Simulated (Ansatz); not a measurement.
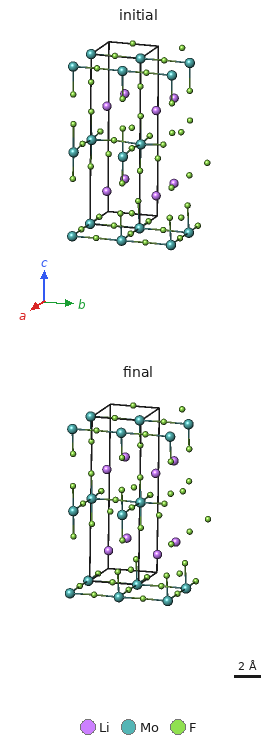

The structure of solid LiMoF4 (a generated structure, set up in P1) (coarse preliminary run) before (top) and after (bottom) a relaxation, at one scale.

Style: ball-and-stick. Shown: the cell of the calculation, repeated 2 × 2 × 1 with one cell outlined, slightly off an axis.

Theory: DFT PBE, scalar-relativistic, plane waves, PAW (Ansatz).

The input:
```yaml
crystal:
  lattice:
    - [3.9926761068, -0.0095583748, -0.0315968949]
    - [-0.0095583748, 4.1253329746, 0.0131143341]
    - [-0.1035439254, 0.0429760466, 13.7359241893]
  atoms:
    - { symbol: Li, position: [0.4930709855, 0.5119148801, 0.2413318728] }
    - { symbol: Li, position: [0.5089909629, 0.5097001373, 0.7442739137] }
    - { symbol: Mo, position: [-0.0158193763, 0.0105664103, 0.493668252], spin: 1.84 }
    - { symbol: Mo, position: [-0.0115231993, -0.0048748792, -0.0004584839], spin: 1.84 }
    - { symbol: F, position: [0.0049900384, 0.0064854712, 0.3392542214] }
    - { symbol: F, position: [-0.0169036933, -0.0032724072, 0.8347459121] }
    - { symbol: F, position: [0.5292238619, 0.0269606942, 0.5110218317] }
    - { symbol: F, position: [0.5168030789, 1.0080976245, 1.0063159814] }
    - { symbol: F, position: [0.0189008669, 0.4800325986, 0.5072562637] }
    - { symbol: F, position: [1.0027584579, 0.4832210018, 0.0028652553] }
    - { symbol: F, position: [-0.0144393006, -0.0334634836, 0.1591895442] }
    - { symbol: F, position: [-0.0160526828, 0.0046319519, 0.6605354356] }
basis:
  ecutwfc: 420
kpoints:
  mp_grid: { grid: [6, 6, 2] }
hamiltonian:
  xc: pbe
scf:
  occupations: { method: gaussian, width: 0.2 }
  lower_state_search: "off"
output:
  forces: true
  stress: true
  eigenvalues: true
  populations: true
magnetization:
  spin_polarized: true
relax:
  adjacent_minimum: "off"
  f_tol: 0.025
  max_steps: 60
  cell: { stress_tol: 0.25 }
```

Run as
```bash
ansatz run input.yaml --threads 1 --pin off --max-ram 2560MiB --backend cpu --events-out ev --progress --plain --runs-dir out
```

Question: Summarise the run.

Answer: The run was cut off at its time limit before the relaxation converged, so the last structure is only a point on the way. Over 2 geometry steps the energy falls by 133 meV per atom. Largest force component: 4 eV/Å at the start, 0.44 eV/Å at the end. Pressure: −1.42 GPa at the start and 0.23 GPa at the end. The atom that moves furthest relative to the cell is Li2 (0.24 Å roughly along [3 1 −1]). By element the largest moves are Li 0.24 Å, F 0.19 Å, Mo 0.14 Å. Cell: a 3.993 → 4.083 Å (+2.3 %), b 4.125 → 4.085 Å (−1.0 %), c 13.736 → 13.318 Å (−3.0 %), α 89.6° → 88.5°, β 90.9° → 90.5°, γ 90.3° → 90.5°. Volume −1.8 %. Some distances before and after: Mo3–F12 2.292 → 2.027 Å, Mo4–F6 2.263 → 2.017 Å, Mo3–F7 1.837 → 2.021 Å, Mo3–F9 2.200 → 2.056 Å. Bond angles that change, for instance: F7–Mo3–F7 165.7° → 172.9°, Mo3–F7–Mo3 165.7° → 172.9°, F5–Mo3–F7 100.6° → 94.7°. The space group stays P1 (No. 1). Cost: 9.3 min on 1 thread of Arm Neoverse V1 (shared host), peak memory 1 GiB.
